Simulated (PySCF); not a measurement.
# Mo₃: relaxation and vibrations of the quintet

Where does quintet Mo₃ go from a obtuse triangle start, is the end point a minimum, and what are its modes, charges and moments?

Computed with PySCF 2.14.0. Level: PBE0, basis Mo def2-TZVP with ECP28, scalar-relativistic core potentials, no spin–orbit coupling, density fitting.

## (1) Starting geometry

3 atoms, charge 0, spin multiplicity 5.

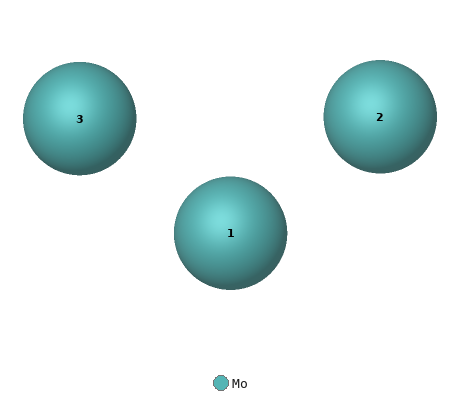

As it starts; molybdenum teal; atoms are numbered from 1 in the order of the file.

```xyz
3
charge 0 multiplicity 5
Mo    0.0000    0.0000    0.0000
Mo    2.1528    1.6560    0.0000
Mo   -2.1528    1.6560    0.0000
```

## (2) Finding the electronic state

One driver script runs all steps and calls PySCF; scf.py shows how it sets up the SCF of each step. The optimiser is the driver's own. After this first run the driver tries any further starts and a stability analysis.

Contents of scf.py:

```python
from pyscf import gto, scf, dft
mol = gto.M(atom='''
Mo     0.000000     0.000000     0.000000
Mo     2.152800     1.656000     0.000000
Mo    -2.152800     1.656000     0.000000''',
    basis={'Mo': 'def2-TZVP'},
    ecp={'Mo': 'def2-TZVP'},
    charge=0, spin=4)
mf = dft.UKS(mol, xc='PBE0')
mf.grids.atom_grid = (50, 194)
aux = {'Mo': 'def2-universal-JKFIT'}
mf = mf.density_fit(auxbasis=aux)
mf.conv_tol = 1e-08
mf.diis_space = 10
mf.max_cycle = 60
mf.init_guess = 'minao'
mf.verbose = 4
mf.kernel()
```

Command:

```
$ OMP_NUM_THREADS=4 python axn.py task.json out
```

Log:

```text
init E= -184.818187789317
[... the frontier-level lines of each cycle are left out ...]
cycle= 1 E= -202.025872669147  delta_E= -17.2  |g|= 2.09  |ddm|= 4.54
cycle= 2 E= -194.399001940075  delta_E= 7.63  |g|= 3.31  |ddm|= 4.23
cycle= 3 E= -201.539347027281  delta_E= -7.14  |g|= 2.14  |ddm|= 4.05
cycle= 4 E= -203.270515020602  delta_E= -1.73  |g|= 1.38  |ddm|= 2.05
cycle= 5 E= -203.51135392844  delta_E= -0.241  |g|= 1.34  |ddm|= 1.48
cycle= 6 E= -203.894812757001  delta_E= -0.383  |g|= 0.911  |ddm|= 0.405
cycle= 7 E= -203.996097610717  delta_E= -0.101  |g|=  0.8  |ddm|= 0.31
cycle= 8 E= -204.192192017787  delta_E= -0.196  |g|= 0.504  |ddm|= 0.211
cycle= 9 E= -204.339668990163  delta_E= -0.147  |g|= 0.0807  |ddm|= 0.369
cycle= 10 E= -204.350951233951  delta_E= -0.0113  |g|= 0.0312  |ddm|= 0.159
cycle= 11 E= -204.356201278825  delta_E= -0.00525  |g|= 0.0217  |ddm|= 0.15
cycle= 12 E= -204.359387574266  delta_E= -0.00319  |g|= 0.00791  |ddm|= 0.197
cycle= 13 E= -204.35976954313  delta_E= -0.000382  |g|= 0.00514  |ddm|= 0.0655
cycle= 14 E= -204.359932683282  delta_E= -0.000163  |g|= 0.00286  |ddm|= 0.0456
cycle= 15 E= -204.360004282425  delta_E= -7.16e-05  |g|= 0.00143  |ddm|= 0.0378
cycle= 16 E= -204.3600258768  delta_E= -2.16e-05  |g|= 0.0013  |ddm|= 0.0183
cycle= 17 E= -204.360037752402  delta_E= -1.19e-05  |g|= 0.000536  |ddm|= 0.0174
cycle= 18 E= -204.360039633717  delta_E= -1.88e-06  |g|= 0.000727  |ddm|= 0.00722
cycle= 19 E= -204.360040583923  delta_E= -9.5e-07  |g|= 0.000205  |ddm|= 0.00379
cycle= 20 E= -204.360040797865  delta_E= -2.14e-07  |g|= 9.86e-05  |ddm|= 0.00278
cycle= 21 E= -204.360040838093  delta_E= -4.02e-08  |g|= 3.52e-05  |ddm|= 0.000664
cycle= 22 E= -204.360040850816  delta_E= -1.27e-08  |g|= 1.28e-05  |ddm|= 0.000552
cycle= 23 E= -204.360040852492  delta_E= -1.68e-09  |g|= 7.44e-06  |ddm|= 0.000195
Extra cycle  E= -204.360040852828  delta_E= -3.37e-10  |g|= 5.47e-06  |ddm|= 5.32e-05
converged SCF energy = -204.360040852828  <S^2> = 10.703819  2S+1 = 6.6193109
```

This step, with its further starts and checks, ran for 49 s (4 threads of Arm Neoverse V1, shared host).

The starts that the driver tried:

```
                      start  energy (Eh)
    the minimal-basis guess  -204.360041
a thermally smeared density  -204.360041
      a smeared PBE density  -204.365168
```

This is not the lowest solution: one lies 13.5 kJ/mol lower, at -204.36517 Eh, and the relaxation starts from that.

## (3) Relaxing the quintet from the obtuse triangle start

The program finds C2v symmetry in the start, which this walk keeps. The walk stops when the largest gradient is under 0.0003 Eh/bohr and the energy has settled too.

scf.py, as its differences from that of step 2:

```diff
@@ -3,3 +3,3 @@
-Mo     0.000000     0.000000     0.000000
-Mo     2.152800     1.656000     0.000000
-Mo    -2.152800     1.656000     0.000000''',
+Mo     0.000000    -1.104000     0.000000
+Mo     2.152800     0.552000     0.000000
+Mo    -2.152800     0.552000     0.000000''',
@@ -16 +15,0 @@
-mf.init_guess = 'minao'
```

The optimiser's trace:

```
step  energy (Eh)  change (kJ/mol)  largest symmetric gradient (Eh/bohr)
   0  -204.365168             0.00                               0.02334
   1  -204.369915           -12.46                               0.02246
   2  -204.396392           -81.98                               0.01670
   3  -204.400376           -92.44                               0.01466
   4  -204.404802          -104.06                               0.02640
   5  -204.416473          -134.70                               0.01994
   6  -204.416821          -135.62                               0.01715
   7  -204.418290          -139.47                               0.00242
   8  -204.418315          -139.54                               0.00079
   9  -204.418317          -139.54                               0.00005
```

The walk took 100 s.

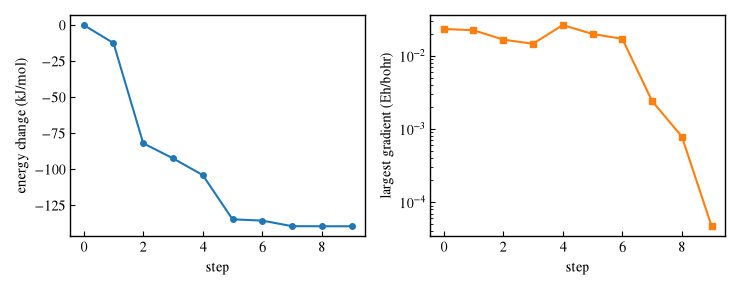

Energy and largest gradient along the walk.

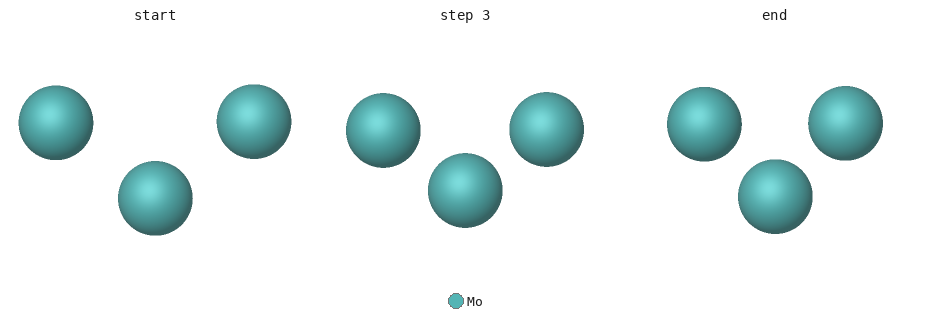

The geometry along the walk, at one scale.

It settles in C2v symmetry, 139.5 kJ/mol below the start, after 9 steps: Mo–Mo 2.205 Å (×2), Mo–Mo 3.069 Å; Mo–Mo–Mo 45.9° (×2), Mo–Mo–Mo 88.2°.

## (4) Hessian and properties

The point is checked on the finer grid, and tightened if its gradient asks for it. The Hessian and the dipole derivatives come from central differences of analytic gradients, with steps of 0.02 bohr.

scf.py, as its differences from that of step 3:

```diff
@@ -3,3 +3,3 @@
-Mo     0.000000    -1.104000     0.000000
-Mo     2.152800     0.552000     0.000000
-Mo    -2.152800     0.552000     0.000000''',
+Mo     0.000000    -1.058530     0.000000
+Mo     1.532826     0.529265     0.000000
+Mo    -1.532826     0.529265     0.000000''',
@@ -10 +10 @@
-mf.grids.atom_grid = (50, 194)
+mf.grids.atom_grid = (75, 302)
@@ -13 +13 @@
-mf.conv_tol = 1e-08
+mf.conv_tol = 1e-10
```

The driver hands on the density of the step before, so the log starts near convergence.

SCF at the final geometry:

```text
init E= -204.417918125365
[... the frontier-level lines of each cycle are left out ...]
cycle= 1 E= -204.417918125059  delta_E= 3.06e-10  |g|= 2.74e-05  |ddm|= 2.69e-05
cycle= 2 E= -204.417918115243  delta_E= 9.82e-09  |g|= 0.000153  |ddm|= 0.000138
cycle= 3 E= -204.417918125395  delta_E= -1.02e-08  |g|= 8.46e-07  |ddm|= 0.000117
cycle= 4 E= -204.417918125398  delta_E= -3.3e-12  |g|= 7.94e-07  |ddm|= 4.21e-06
Extra cycle  E= -204.417918125407  delta_E= -9.04e-12  |g|= 1.49e-06  |ddm|= 1.28e-05
converged SCF energy = -204.417918125407  <S^2> = 7.6310545  2S+1 = 5.6146432
```

The whole step took 74 s.

Geometry: C2v; Mo–Mo 2.207 Å (×2), Mo–Mo 3.066 Å; Mo–Mo–Mo 46.0° (×2), Mo–Mo–Mo 88.0°.

Harmonic modes (main isotopes):

```csv
symmetry,ω (cm⁻¹),IR (km/mol)
a1,142,1.6
b2,232,181
a1,271,5.6
```

All wavenumbers are real: a minimum.

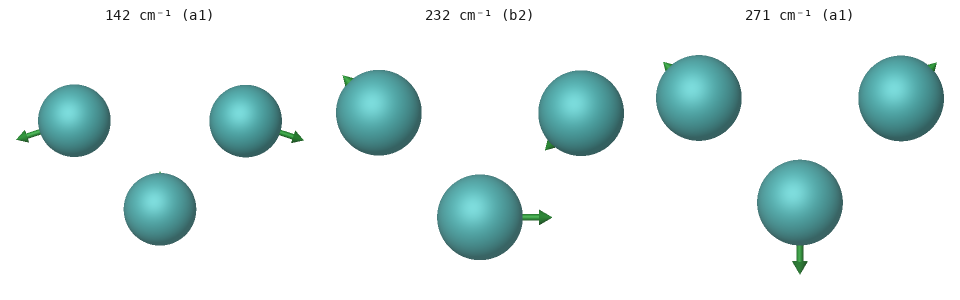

Displacements of 3 of the modes, as arrows (one member where a mode is degenerate).

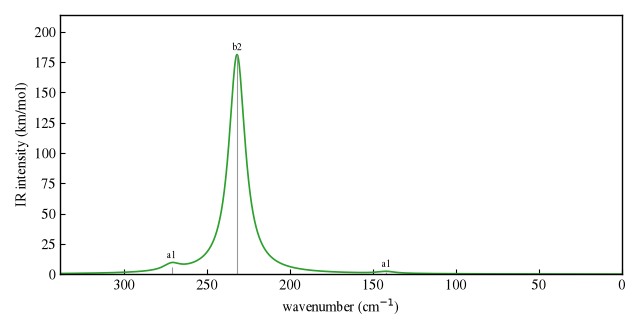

The harmonic infrared spectrum (widths in cm⁻¹). Lines are broadened to a width of 12 cm⁻¹ (Lorentzian).

Constants and moments:

| Quantity | Value |
| --- | --- |
| Dipole moment | 0.36 D |
| Highest occupied level | -3.56 eV |
| Lowest empty level | -2.53 eV |
| Rotational constants | 0.1024, 0.03664, 0.02699 cm⁻¹ |
| Zero-point energy | 3.9 kJ/mol |
| Principal polarisabilities | 125.3, 151.2, 186.7 bohr³ |
| Atomisation energy without zero-point energy | 275 kJ/mol |
| Principal traceless quadrupole moments about the centre of mass | -6.26, 2.49, 3.76 D Å |
| Entropy at 298.15 K and 1 bar (electronic part: spin only) | 335.4 J/(mol K) |
| Heat capacity Cp at 298.15 K | 56.0 J/(mol K) |
| Enthalpy at 298.15 K above 0 K | 14.19 kJ/mol |
| Rotational symmetry number | 2 |
| Spin squared ⟨S²⟩ | 7.631 |

Charges (e) and bond orders:

| atom | Mulliken | Löwdin | polar tensor | spin (Mulliken) | Mayer order to Mo1 |
| --- | --- | --- | --- | --- | --- |
| Mo1 | -0.12 | -0.19 | 0.75 | -3.13 | – |
| Mo2,3 | 0.06 | 0.09 | -0.37 | 3.56 | 2.51 |

Outer orbital energies (eV). α occupied: -6.54, -6.46, -6.33, -5.96, -5.90, -5.55, -5.38, -5.13; empty: -2.53, -1.75, -1.27, -1.03. β occupied: -40.26, -7.53, -6.84, -6.76, -6.44, -6.29, -5.75, -3.56; empty: -2.16, -1.45, -1.37, -1.21.

Mulliken populations on Mo1 (outside its core potential): s 2.75, p 6.47, d 4.88, f 0.02.

## (5) Summary of results

| quantity | value |
| --- | --- |
| minimum | broken-symmetry (Ms = 2), C2v |
| geometry | Mo–Mo 2.207 Å (×2), Mo–Mo 3.066 Å; Mo–Mo–Mo 46.0° (×2), Mo–Mo–Mo 88.0° |
| wavenumbers (cm⁻¹) | 142 (a1), 232 (b2), 271 (a1) |
| dipole moment | 0.36 D |
| highest occupied, lowest empty level (either spin) | -3.56, -2.53 eV |
| polar-tensor charge of Mo1 | +0.75 e |
| zero-point energy | 3.9 kJ/mol |
| entropy at 298.15 K | 335.4 J/(mol K) |
| atomisation energy (no zero-point energy) | 275 kJ/mol |
| ⟨S²⟩ | 7.631 |

In words: The obtuse triangle start keeps its C2v symmetry and ends in a minimum. The determinant is spin-contaminated (⟨S²⟩ = 7.63 against 6.00), so it is no pure spin state. In the infrared the band at 232 cm⁻¹ (b2) leads. The first SCF alone would have been 13 kJ/mol too high. Only this shape and spin were tried, so other structures or states may lie lower. Open d and f shells are described by one determinant, and the ground state may have another occupation or spin.

The search up to here took 3.7 min.
